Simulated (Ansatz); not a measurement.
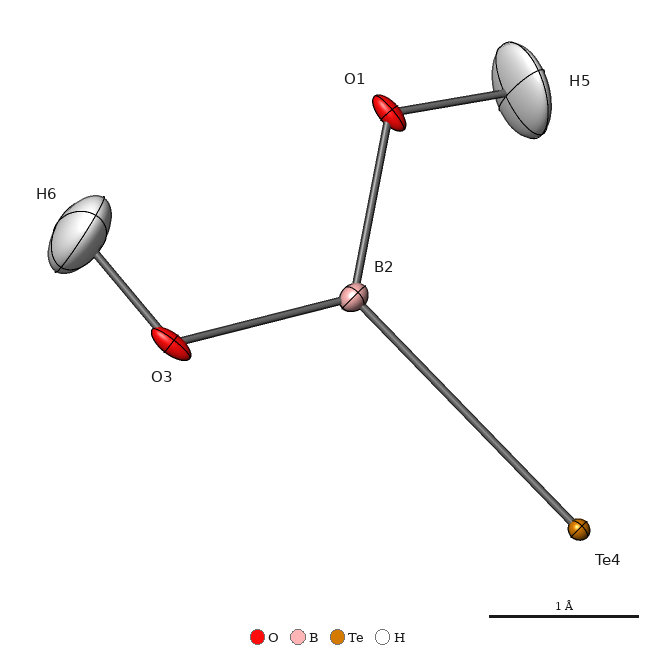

Displacement ellipsoids at the 50 % level, from the internal vibrations of the free molecule (harmonic, no overall translation or rotation; no half-axis is drawn under 0.075 Å). The species is neutral and a spin doublet. Vibrations computed with UKS PBE0-D4/def2-TZVP, core potentials on Te (Ansatz 0.2.0). Temperature: 600 K.

Question. Which atom has the largest mean-square displacement?

Answer. H5, with U_eq = 0.0422 Å².

Question. Does H5 move more along its bond or across it?

Answer. Across it: the root-mean-square amplitude is 0.086 Å along the bond and up to 0.274 Å across, since bending and torsion are softer than stretching.

List U_eq and the three principal root-mean-square amplitudes for each kind of atom.

```tsv
atom	U_eq (Å²)	rms amplitudes (Å)
O1	0.0040	0.028, 0.042, 0.097
B2	0.0045	0.056, 0.070, 0.072
O3	0.0043	0.021, 0.041, 0.103
Te4	0.00015	0.002, 0.011, 0.019
H5	0.0422	0.078, 0.214, 0.274
H6	0.0377	0.109, 0.179, 0.263
```
